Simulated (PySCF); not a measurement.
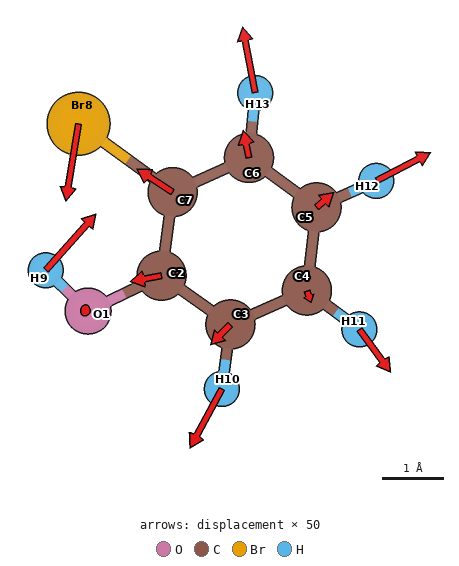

A relaxation of C₆H₅BrO. The starting structure is drawn; red arrows show the displacements, magnified 50 times. The two geometries are superimposed by the best rigid fit.

The picture is a ball-and-stick view, seen face on.

The start comes from GFN2-xTB.

These are results of PBE0-D3(BJ)/def2-SVP geometry optimisation, gas phase in PySCF, not measurements. 

Describe the change and its energy.

Answer. Over 6 geometry steps the energy falls by 3.49 kJ/mol. Largest force component: 0.77 eV/Å at the start, 0.008 eV/Å at the end. The atom that moves furthest after the best rigid fit is Br8 (0.026 Å). Largest moves by element: Br 0.026 Å, H 0.025 Å, C 0.015 Å, O 0.004 Å. Near-neighbour distances that change, for instance: C7–Br8 1.921 → 1.895 Å, C3–H10 1.078 → 1.092 Å, C3–C4 1.381 → 1.389 Å, O1–C2 1.347 → 1.338 Å.
